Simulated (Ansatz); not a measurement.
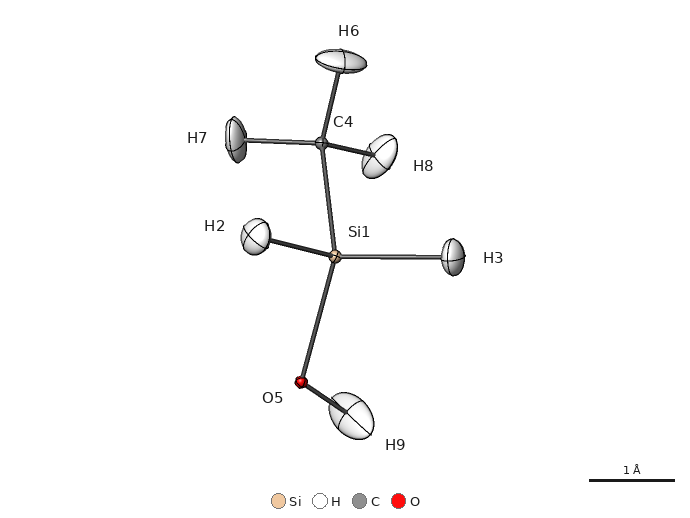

Displacement ellipsoids at the 50 % level, from the internal vibrations of the free molecule (harmonic, no overall translation or rotation; no half-axis is drawn under 0.075 Å). Vibrations computed with RKS PBE0-D4/def2-TZVP (Ansatz 0.2.0). Temperature: 0 K (zero-point motion alone).

> Which atom moves most?

H9, with U_eq = 0.0394 Å².

> Does H9 move more along its bond or across it?

Across it: the root-mean-square amplitude is 0.067 Å along the bond and up to 0.305 Å across, since bending and torsion are softer than stretching.

List U_eq and the three principal root-mean-square amplitudes for each kind of atom.

```csv
atom,U_eq (Å²),rms amplitudes (Å)
Si1,0.00047,"0.018, 0.018, 0.028"
H2,0.0160,"0.087, 0.139, 0.145"
H3,0.0163,"0.088, 0.142, 0.145"
C4,0.0011,"0.021, 0.030, 0.043"
O5,0.0010,"0.021, 0.028, 0.043"
H6,0.0225,"0.081, 0.143, 0.202"
H7,0.0211,"0.073, 0.140, 0.196"
H8,0.0213,"0.074, 0.140, 0.197"
H9,0.0394,"0.067, 0.143, 0.305"
```
